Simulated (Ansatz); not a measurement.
## Electronic structure of BClH2O···NH3 in real space

The calculation's input:

```
crystal:
  periodic: [false, false, false]
  atoms:
    - { symbol: B, position_ang: [0.0, 0.0, 0.0] }
    - { symbol: "N", position_ang: [0.0, 0.0, 1.9] }
    - { symbol: H, position_ang: [-0.877, -0.2713, 2.43] }
    - { symbol: H, position_ang: [0.877, 0.2713, 2.43] }
    - { symbol: H, position_ang: [1.0305, 0.0, -0.595] }
    - { symbol: O, position_ang: [-1.2211, 0.0, -0.705] }
    - { symbol: H, position_ang: [-1.7308, -0.8467, -0.4965] }
    - { symbol: Cl, position_ang: [-0.2702, 2.0319, 0.6811] }
    - { symbol: H, position_ang: [-0.1503, 1.1304, 1.745] }
basis:
  gaussian: { orbitals: "6-31G*" }
hamiltonian:
  xc: pbe
  dispersion: d4
relax:
  f_tol: 0.15
  max_steps: 25
  restrain:
    - { distance: [0, 7], at: 1.86, k: 30.0 }
    - { distance: [8, 1], at: 1.06, k: 30.0 }
    - { distance: [0, 1], at: 2.75, k: 30.0 }
    - { distance: [8, 7], at: 2.57, k: 30.0 }
output:
  orbitals: {}
```

Launched as:

```sh
ansatz run input.yaml --threads 1 --pin off --max-ram 2048MiB --backend cpu --events-out ev --progress --plain --runs-dir out
```

The fields are those of the run's last geometry, not of the input's.

Not at a stationary point (largest force 0.8 eV/Å).

These are results of RKS PBE-D4/6-31G* (Ansatz), not measurements.

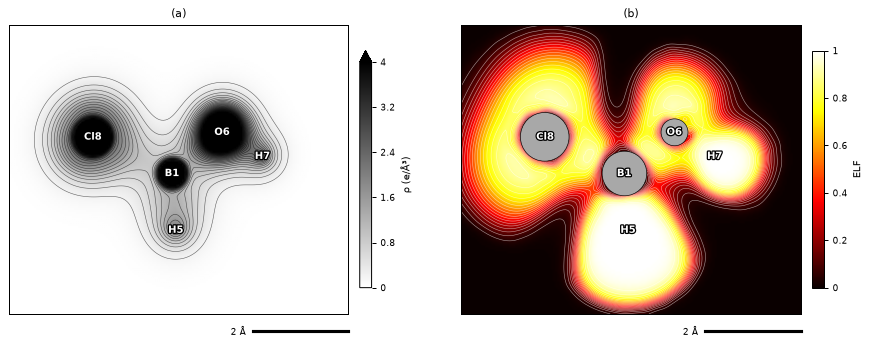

Figure 1. (a) electron density; (b) ELF on the plane of atoms O6, B1 and Cl8. Grey discs cover the atomic cores in the ELF map.

What does the map show?

- The section cuts through B, H, O and Cl sites.
- B–O (1.36 Å): ρ at the midpoint is about 2.1 e/Å³; the ELF peaks at about 0.90 between the atoms; a short, strongly polar bond.
- B–Cl (1.84 Å): ρ is about 1.2 e/Å³ halfway, with its minimum of 0.87 e/Å³ about 0.6 Å from B; the ELF peaks at about 0.90 between the atoms: a shared but strongly polarised pair.
- O–H (0.98 Å): ρ is about 3.5 e/Å³ halfway; the ELF climbs to about 1 towards the hydrogen, as it does in any bond to H; an ordinary covalent bond to hydrogen.
- B–H (1.20 Å): ρ at the midpoint is about 1.3 e/Å³; the ELF climbs to about 1 towards the hydrogen (an ordinary covalent bond to hydrogen).
- The ELF also peaks beside Cl8 and O6, away from the bonds: lone-pair regions.

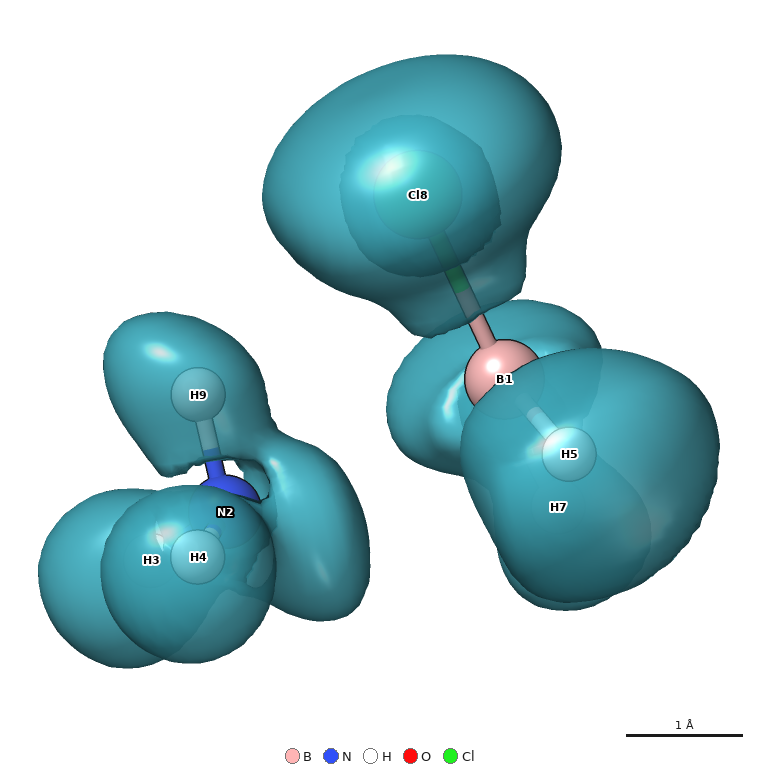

Figure 2. Isosurface of the electron localisation function at 0.75 (cyan), seen at an oblique angle. Core shells and regions of very low density are left out.

Identify the bonds, lone pairs and shells in this picture.

The surface consists of one region around a hydrogen nucleus, one region on Cl in which the atom's valence shell and bonds are merged, one joined region spread over several atoms (H, N), in which their bonds and any lone pairs are merged and one joined region spread over several atoms (H, O), in which their bonds and any lone pairs are merged. Profiles from the grid: B1···N2 (2.74 Å): the ELF is about 0.20 at the midpoint.

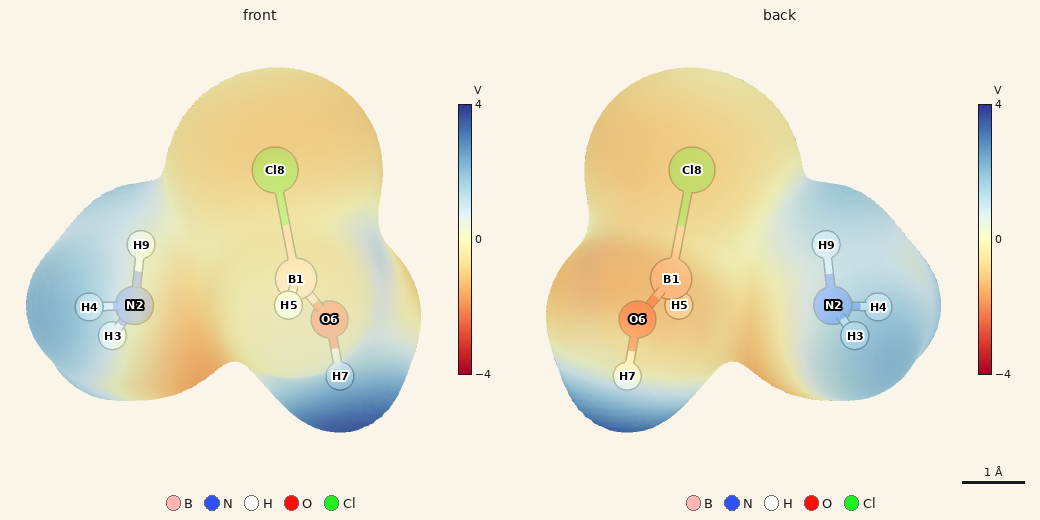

Figure 3. The molecular electrostatic potential painted on the density surface at 0.004 e/bohr³, seen from the front and from behind; the colour scale runs from red (negative) to blue (positive).

Describe the electrostatic potential map.

The most negative region (about −1.5 V) lies over N2 and O6, the most positive (about +3.5 V) over H7.

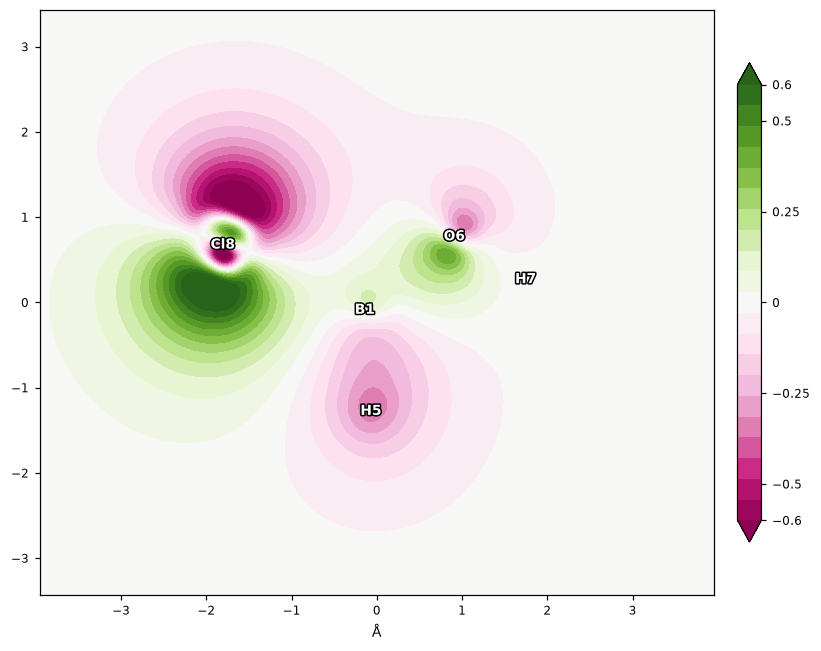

Figure 4. The HOMO−1 on the plane of atoms O6, B1 and Cl8 (values in Å⁻³ᐟ²; the overall sign is arbitrary).

What is the character of this orbital?

Its weight (Hirshfeld) is mainly on Cl8 (about 80 %), B1 (about 10 %) and H5 (about 5 %); largely a lone pair of Cl8. Its energy is −6.85 eV.
